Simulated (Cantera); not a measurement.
Feed: 1 mol Cu, 0.52 mol F2, 0.17 mol N2, 4.6 mol HF, held at 75.0 Torr.

These are equilibrium values from Cantera (NASA tables, ideal gas, pure condensed phases), not measurements of a reactor. Candidate condensed phases: Cu, CuF2; 25 gas species. Mutual solubility and eutectic melting of coexisting phases are not modelled. The numbers say what is thermodynamically allowed, not how fast it happens.

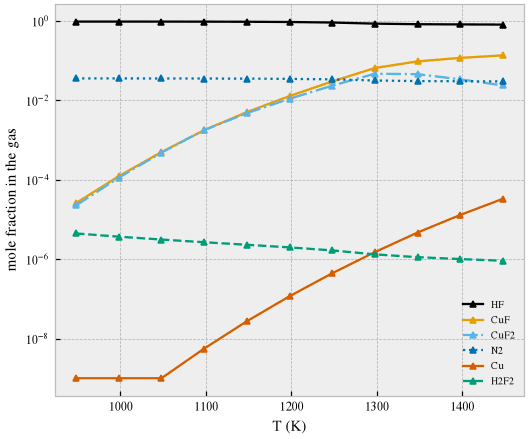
*Equilibrium gas composition (values under 1e-9 drawn at 1e-9)*

Question: Read off the mole fractions at 998 K.

Answer: HF about 0.96, N2 about 0.036, CuF about 0.00012, CuF2 about 0.00011, H2F2 about 3.7e-6.
